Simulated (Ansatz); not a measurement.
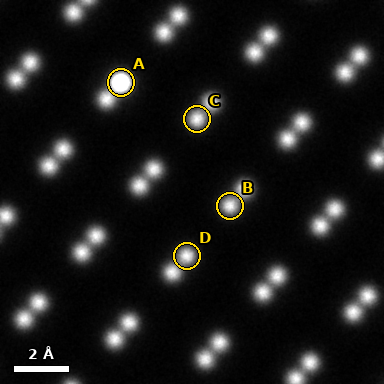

Dark-field STEM-like image of Sn (I4_1/amd, No. 141) along [100]. Simulation: incoherent imaging, intensity Z^1.7 per atom, probe width 0.53 Å, thin sample. The probe carries 25 % of its weight in a tail 2.5 times as wide. Shot noise was added.

The sample is 1 repeat (5.9 Å) thick. One point defect was put into the perfect crystal, without relaxing the atoms around it. Brightness is counted from the darkest point of the image. Host structure: a calculation's starting geometry.

Question: Which ringed column holds the defect, and does it scatter more or less than its equals?

Answer: A; it scatters more. The column holds 1 atom (Sn) through the sample, and one Sn atom is replaced by Pb, so its peak rises to about 230 % of that of its equals.
